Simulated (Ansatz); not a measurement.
**CH2Cl2 (dichloromethane): HF/STO-3G**

Aim: the vertical ionisation energy of CH2Cl2 (dichloromethane) at HF/STO-3G, from 2 runs. 

The calculation is run with Ansatz 0.2.0.

50 further runs of the same task are left out: 50 set aside as unsound or not needed.

### 1 The system as given

The species is CH2Cl2 (5 atoms), meant as a singlet with charge 0. SMILES: `ClCCl`. Geometry: relaxed at PBE0-D4/def2-TZVP.

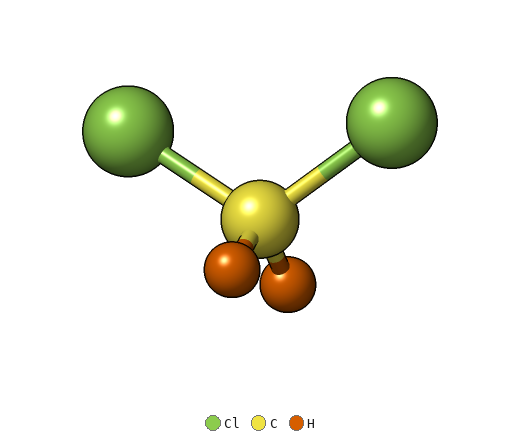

The structure, seen from a chosen angle (chlorine green, carbon yellow, hydrogen orange).

### 2 A single-point energy at HF/STO-3G

Contents of in.yaml:

```yaml
crystal:
  periodic: [false, false, false]
  atoms:
    - {symbol: Cl, position_ang: [1.630750, -0.338670, 0.265360]}
    - {symbol: C, position_ang: [-0.101090, -0.082670, 0.062890]}
    - {symbol: Cl, position_ang: [-0.474220, 1.284450, -0.984760]}
    - {symbol: H, position_ang: [-0.525010, -0.976700, -0.384090]}
    - {symbol: H, position_ang: [-0.530410, 0.113600, 1.040610]}
basis:
  gaussian:
    orbitals: STO-3G
output: {orbitals: {seedname: orbitals}}
accuracy: high
hamiltonian:
  xc: hf
```

Launch:

```console
$ ansatz run in.yaml --threads 1 --pin off --max-ram 3480MiB --events-out events.jsonl --progress --plain --runs-dir runs
```

The log of the run:

```text
Warning: RAYON_NUM_THREADS=1 ignored (pool sized by the plan → 1); use --threads N
Functional definition: HF
  name "HF"
  exchange = exact_x
  correlation = 0
457 factors; integrals over basis functions are off by at most 1.9e-8 eV
mean field evaluation 1: about -25785.3748 eV, gradient 2.7e1 eV
mean field evaluation 2: about -25785.4988 eV, gradient 2.7e1 eV
mean field evaluation 4: about -25788.5189 eV, gradient 1.3e0 eV
mean field evaluation 8: about -25788.5262 eV, gradient 6.4e-6 eV
mean field -25788.52621326 eV, -947.7108582463 hartree, gradient 2.9e-9 eV, S^2 0.000000; 0 other end points of the search recorded, 0 dependent functions left out
reference -25788.52621326 eV, -947.7108582463 hartree; 21, 21 occupied and 4, 4 virtual orbitals, 457 factors
Total energy: -25788.52621326 eV, -947.7108582463 hartree
```

Run time: 0.16 s. Hardware: 1 thread of Arm Neoverse V2, shared host.

### 3 The doublet cation, same level

Contents of molecule.yaml:

```yaml
crystal:
  periodic: [false, false, false]
  atoms:
    - symbol: Cl
      position_ang: [1.630750, -0.338670, 0.265360]
    - symbol: C
      position_ang: [-0.101090, -0.082670, 0.062890]
    - symbol: Cl
      position_ang: [-0.474220, 1.284450, -0.984760]
    - symbol: H
      position_ang: [-0.525010, -0.976700, -0.384090]
    - symbol: H
      position_ang: [-0.530410, 0.113600, 1.040610]
basis:
  gaussian:
    orbitals: STO-3G
total_charge: 1
magnetization:
  spin_polarized: true
  initial_magnetization: 1
hamiltonian:
  xc: hf
accuracy: high
output: {orbitals: {seedname: orbitals}}
```

Launch:

```console
$ ansatz run molecule.yaml --threads 1 --pin off --max-ram 3480MiB --events-out events.jsonl --progress --plain --runs-dir runs
```

The log of the run:

```text
Warning: RAYON_NUM_THREADS=1 ignored (pool sized by the plan → 1); use --threads N
[... 4 set-up lines as earlier in the session ...]
457 factors; integrals over basis functions are off by at most 1.9e-8 eV
mean field evaluation 1: about -25773.8460 eV, gradient 2.0e1 eV
mean field evaluation 2: about -25773.9520 eV, gradient 2.0e1 eV
mean field evaluation 4: about -25777.7006 eV, gradient 1.7e0 eV
mean field evaluation 8: about -25777.7857 eV, gradient 2.5e-2 eV
mean field evaluation 16: about -25777.7857 eV, gradient 8.5e-4 eV
mean field evaluation 32: about -25777.7857 eV, gradient 1.9e-7 eV
mean field evaluation 64: about -25773.8460 eV, gradient 2.0e1 eV
mean field evaluation 96: about -25778.2568 eV, gradient 1.2e-1 eV
mean field evaluation 128: about -25776.9642 eV, gradient 5.0e0 eV
mean field evaluation 160: about -25777.9855 eV, gradient 2.5e-2 eV
mean field evaluation 192: about -25777.7857 eV, gradient 4.3e-6 eV
mean field -25778.27125887 eV, -947.3339956238 hartree, gradient 2.9e-8 eV, S^2 0.752957; 7 other end points of the search recorded, 0 dependent functions left out
reference -25778.27125887 eV, -947.3339956238 hartree; 21, 20 occupied and 4, 5 virtual orbitals, 457 factors
Total energy: -25778.27125887 eV, -947.3339956238 hartree
```

Wall time 0.84 s (1 thread of Arm Neoverse V2, shared host).

### 4 What came out

At HF/STO-3G:

```
                                          quantity          value
                      singlet CH2Cl2: total energy  -947.71086 Eh
                       singlet CH2Cl2: HOMO energy      -10.87 eV
                       singlet CH2Cl2: LUMO energy        8.60 eV
                     singlet CH2Cl2: HOMO–LUMO gap       19.47 eV
                      doublet cation: total energy  -947.33400 Eh
doublet cation: HOMO energy (highest over α and β)      -17.34 eV
 doublet cation: LUMO energy (lowest over α and β)       -9.32 eV
                              doublet cation: ⟨S²⟩          0.753
vertical ionisation energy (to the doublet cation)      10.255 eV
```

In words: Removing an electron at fixed nuclei costs 10.25 eV (989 kJ/mol). The negative HOMO energy of the first species, 10.87 eV, lies 0.62 eV above that difference. In a minimal basis such a difference can be off by several eV, whatever the method.
